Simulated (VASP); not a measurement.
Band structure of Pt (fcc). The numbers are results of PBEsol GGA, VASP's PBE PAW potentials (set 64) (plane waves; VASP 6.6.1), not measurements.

Unless said otherwise, spin-orbit coupling is left out, though it shifts the bands of the heavy elements here.

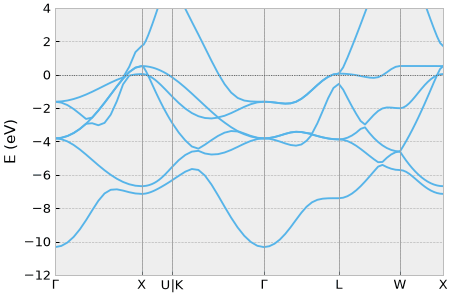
*Bands along high-symmetry lines, zero at the valence-band maximum or, without a gap, the Fermi level*

**Question.** Read the plot: is there a gap, and where are the band edges?

**Answer.** It has no gap at this level: it comes out as a metal or semimetal. (Edges off the drawn lines would not show.)

The compound is Pt in the fcc structure. It was relaxed first.
